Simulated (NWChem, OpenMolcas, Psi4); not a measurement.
How basis sets differ on CH4BFO2 (SMILES COB(O)F)

The species is CH4BFO2 (9 atoms), meant as a singlet with charge 0. As SMILES, `COB(O)F`. The shape is that of a PBE0-D4/def2-TZVP optimisation. This is one conformer, not always the lowest.

Each level gives the HOMO–LUMO gap (eV). The values are calculated.

| level | kind | program | value (eV) | CPU time |
| --- | --- | --- | --- | --- |
| HF/STO-3G | Hartree–Fock | NWChem | 20.15 | 2.4 s |
| HF/3-21G | Hartree–Fock | OpenMolcas | 19.23 | 2.7 s |
| HF/6-31G* (RICD fitting, Cartesian functions) | Hartree–Fock | OpenMolcas | 18.56 | 3.3 s |
| HF/def2-SVP | Hartree–Fock | OpenMolcas | 17.49 | 8.6 s |
| HF/def2-SVP (density fitting) | Hartree–Fock | Psi4 | 17.49 | 2.7 s |

The values span 17.49 to 20.15 eV. A Hartree–Fock LUMO above zero doesn't converge with the basis: it sinks as sets grow more diffuse. Orbital gaps aren't excitation energies. Times are those of the runs behind each value, whatever else they computed, on shared processors of several kinds: orders of magnitude only.

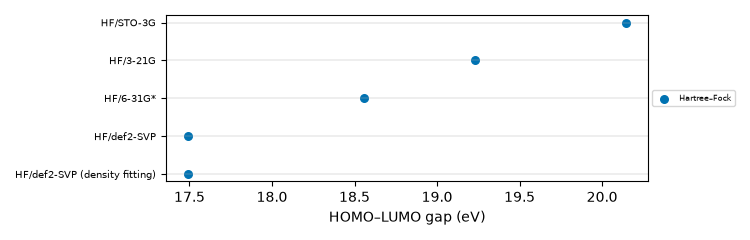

The values of the table, level by level.
